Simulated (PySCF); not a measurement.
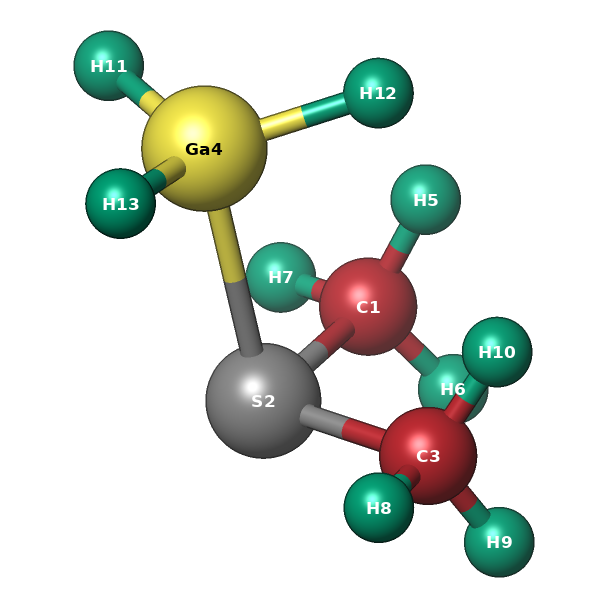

Computed geometry: GFN2-xTB optimisation. No frequency run is at hand to confirm it as a minimum. Level of theory: delta-SCF UKS SCAN, pcX-2 on the ionised atom, pcseg-1 elsewhere, spin-free X2C (PySCF 2.14.0).

Give the core-electron binding energies (to vacuum; p and d levels without spin–orbit splitting) of C1 1s, S2 1s, S2 2p.

| atom | level | binding energy (eV) |
| --- | --- | --- |
| C1 | 1s | 291.8 |
| S2 | 1s | 2478.2 |
| S2 | 2p | 170.8 |

The geometry is semi-empirical. Around Ga such bond lengths and angles can be off by a tenth of an ångström or more and by several degrees, and values that hang on the shape move with them.
